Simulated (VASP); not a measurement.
```xyz
3
Lattice="0.0000 2.7755 2.7755 2.7755 0.0000 2.7755 2.7755 2.7755 0.0000" Properties=species:S:1:pos:R:3 pbc="T T T"
Ca     2.7755     0.0000     2.7755
F      1.3877     1.3877     1.3877
F      4.1632     4.1632     4.1632
```

Level of theory: vdW-DF2, VASP's PBE PAW potentials (set 64) (plane waves; VASP). Settings: 520 eV cut-off, 8×8×8 Γ-centred mesh, tetrahedra with Blöchl corrections, potentials Ca_sv F.

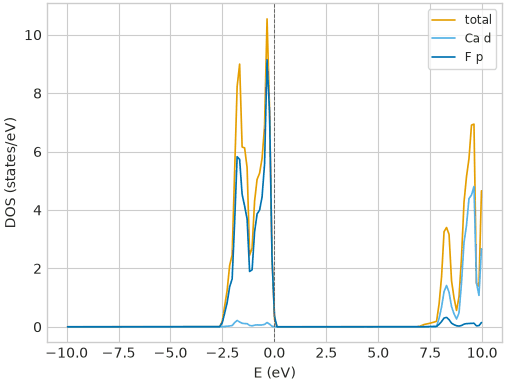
Figure: Total and projected density of states, zero at the valence-band maximum

Within 2 eV below the valence-band maximum the largest weight inside VASP's projection spheres is F p.

The gap is indirect, 6.83 eV, from the valence maximum at X to the conduction minimum at Γ.

The compound is CaF2 in the fluorite structure. It was relaxed first, which changed the volume by +5 %.
